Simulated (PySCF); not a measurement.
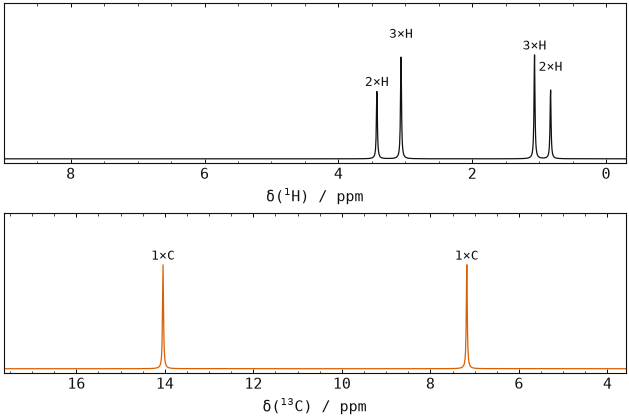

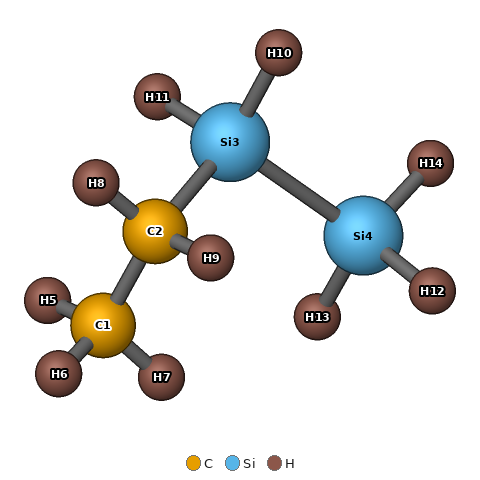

Spectrum and numbered structure of C₂H₁₀Si₂, SMILES CC[SiH2][SiH3]. GIAO shifts, WP04/pcSseg-2 in PySCF, at a PBE0-D3(BJ)/def2-SVP geometry (no frequency check), against TMS for ¹H and TMS for ¹³C computed at the same level. Gas phase, fully decoupled, line heights follow the number of nuclei, widths are arbitrary (no quadrupolar broadening); values of one conformer, averaged over nuclei that symmetry or rotation about single bonds exchange, these motions taken as fast; other conformers aren't averaged in.

Question: Assign the ¹H signals to the numbered atoms.

Answer:
```tsv
δ (ppm)	nuclei	atoms
3.42	2	H10, H11
3.06	3	H12, H13, H14
1.07	3	H5, H6, H7
0.83	2	H8, H9
```

Question: Which atoms give which ¹³C line?

Answer:
```csv
δ (ppm),nuclei,atoms
14.0,1,C1
7.2,1,C2
```
